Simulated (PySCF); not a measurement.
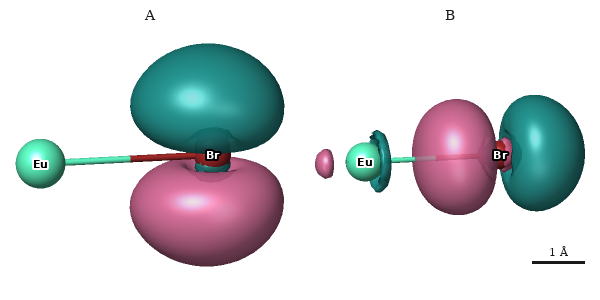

Figure 1: EuBr (multiplicity 9). Two frontier β-spin orbitals, each drawn at the value that holds 80 % of its norm (teal and pink are the two phases), in no order; of a degenerate pair one member is drawn.

All numbers below come from PBE0/ANO-RCC-VTZP, spin-free X2C-1e, Gaussian nucleus, at a bond length of 2.718 Å (PySCF 2.14.0).

Question: Label each orbital by symmetry, say whether it is occupied, and order them by energy.

Answer: Orbital B: σ, occupied in this spin, −7.80 eV; mainly on Br (85 %).
Orbital A: π, occupied in this spin, −7.38 eV; mainly on Br (90 %).
